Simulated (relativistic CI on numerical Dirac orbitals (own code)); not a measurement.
```
atom O  Z=8  charge=4  electrons=4
nucleus A=16  rms_radius_fm=2.6991
hamiltonian dirac-coulomb  breit=on  qed=on  c_scale=1
orbitals kli  potential=per-configuration
slater_scale 0.85
correlation anchor
mixing on
configurations
  [He] 2s2
  [He] 2s 3s
  [He] 2s 3p
  [He] 2s 2p
  [He] 2s 3d
  [He] 2s 4s
  [He] 2p2
  [He] 2p 3s
  [He] 2p 3p
  [He] 2s 4p
  [He] 2s 4d
  [He] 2s 4f
  [He] 3s2
  [He] 3s 3p
  [He] 3p2
end
```

Command (the task file carries these settings):
```bash
python run_levels.py task.json out
```

Method of calculation: relativistic configuration interaction, KLI exchange-only orbitals, Breit term, model QED, valence Slater integrals scaled by 0.85, configurations tied to the tabulated ionisation limit (radial Dirac CI code).

The plot shows absorption lines from the lowest level (oscillator strengths f):

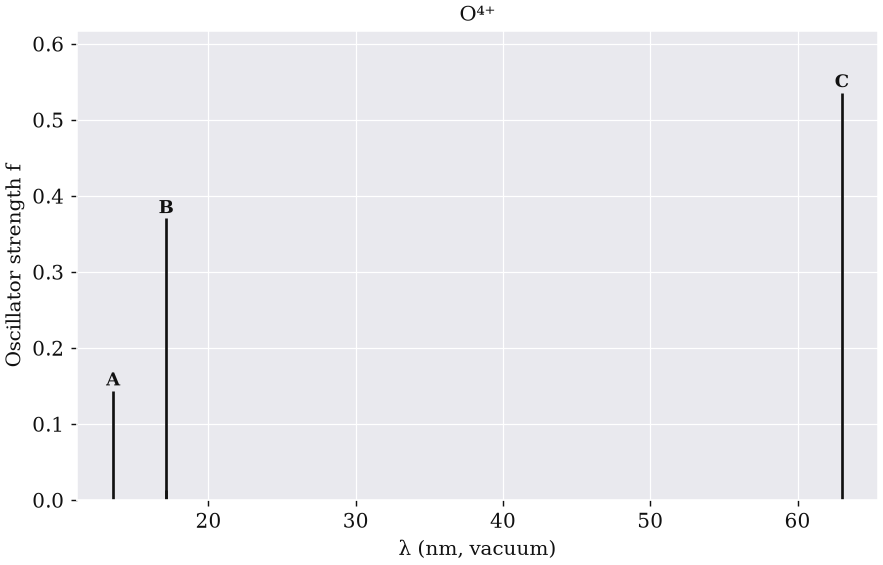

The lettered lines are A: 2s 4p ¹P°₁ ← 2s² ¹S₀, 13.52 nm, f = 0.14; B: 2s 3p ¹P°₁ ← 2s² ¹S₀, 17.12 nm, f = 0.37; C: 2s 2p ¹P°₁ ← 2s² ¹S₀, 63.00 nm, f = 0.54. The strongest, C, lies in the extreme ultraviolet region.

Limits of the model: configurations built on the next ion are tied to the tabulated ionisation energy, low ones can still be off by several thousand cm⁻¹ and the others by 10000 or more; one shift a configuration: terms inside it, and wavelengths, can be off by thousands of cm⁻¹; only a limited list of configurations is included, so lower levels can be missing; only lines among the lowest 48 of 58 levels are drawn.
